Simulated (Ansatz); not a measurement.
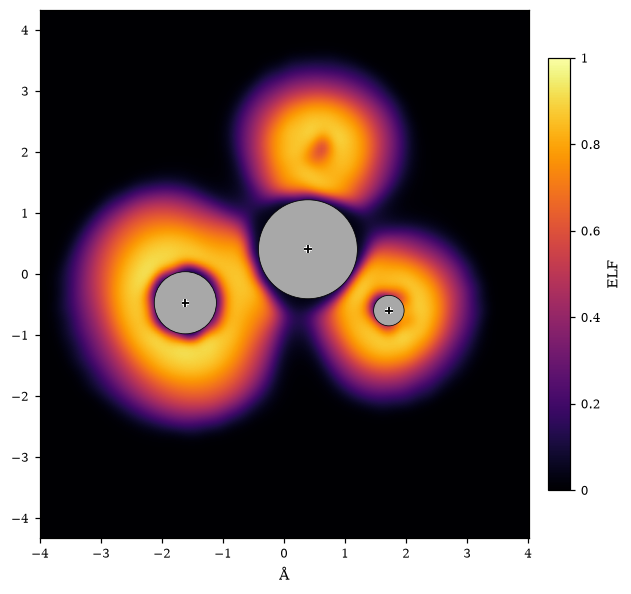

The ELF on a plane through atoms (crosses mark nuclei in the plane; grey discs cover the cores).

Theory: RKS PBE/def2-SVP in Ansatz.

Candidates:
A. H$_{4}$O$_{2}$Si···PH$_{3}$
B. AlClF$_{2}$···NH$_{3}$
C. CH$_{5}$BN$_{2}$O

Question: Which candidate gave the map?

Answer: Candidate B: AlClF$_{2}$···NH$_{3}$ on the plane of atoms Cl2, Al1 and F4, which holds Al, Cl and F. Al–F (1.66 Å): the ELF peaks at about 0.85 in the valence shell of F, 0.6 Å from its nucleus, and is about 0.25 at the midpoint. Al–Cl (2.19 Å): the ELF peaks at about 0.85 in the valence shell of Cl, 0.9 Å from its nucleus, and is about 0.80 at the midpoint.
